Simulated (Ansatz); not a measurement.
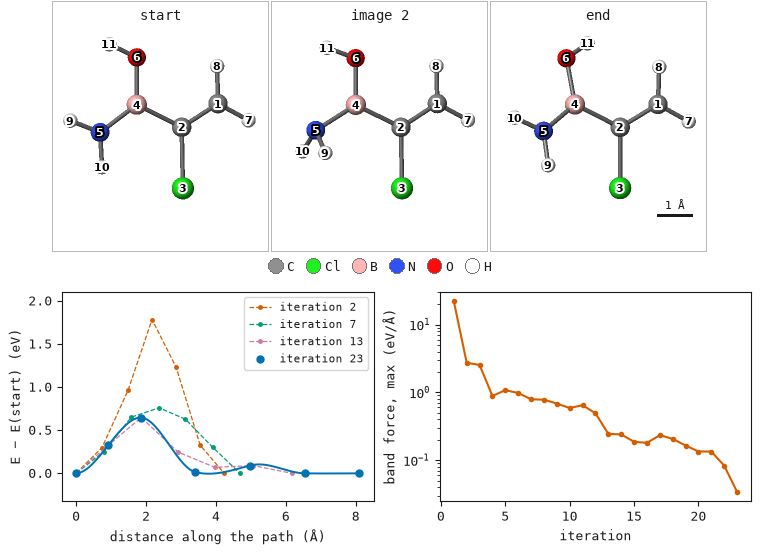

NEB run on C2H5BClNO. Images are numbered from 0 (start) to 6 (end). The plot follows the band through its iterations. The picture is a ball-and-stick view, seen at a tilt.

Computed with RKS B3LYP/def2-SVP (Ansatz). Run with 5 movable images; climbing image; force threshold 0.05 eV/Å; iteration limit 60; starting path through a guess of the saddle point.

> How did the profile develop, and is the result final?

The run is converged, with reservations. The band converged in 23 iterations. The largest component of the band force went from 22 to 0.034 eV/Å. The climbing image converged on the top of the path. Its vibrational analysis gives one imaginary mode (395i cm⁻¹), as a transition state must have. The first iteration put the highest image at 5.50 eV. The barrier is about 0.64 eV in both directions, with image 2 at the top; the ends have nearly the same energy. The profile has 2 maxima (images 2, 4) with a dip at image 3 (+0.01 eV), so the process runs in steps.

Cost: 4.8 min on 2 threads of Arm Neoverse V2 (shared host), peak memory 0.27 GiB.
